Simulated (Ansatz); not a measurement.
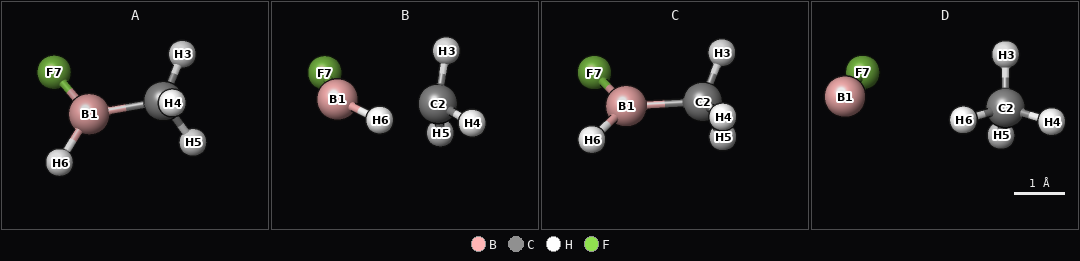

4 geometries from a converged minimum-energy path of CH4BF, shuffled. A ball-and-stick model, seen at a tilt.

Theory: Ansatz 0.2.0, RKS PBE/def2-SVP. Settings: 5 movable images; climbing image; force threshold 0.05 eV/Å; iteration limit 60; starting path through a guess of the saddle point.

Which frame is the transition state?

B. In order along the path, whose images run from 0 to 6: A (image 0, 0.00 eV), C (image 1, +0.01 eV), B (image 3, +4.21 eV), D (image 5, +2.50 eV). Breaking: B1–C2 (1.56 → 2.05 at the top → 3.71 Å), B1–H6 (1.22 → 1.24 at the top → 3.24 Å). Forming: C2–H6 (2.46 → 1.54 at the top → 1.11 Å).

Cost: 110 s on 1 thread of Arm Neoverse V1, on a shared host, peak memory 0.1 GiB.
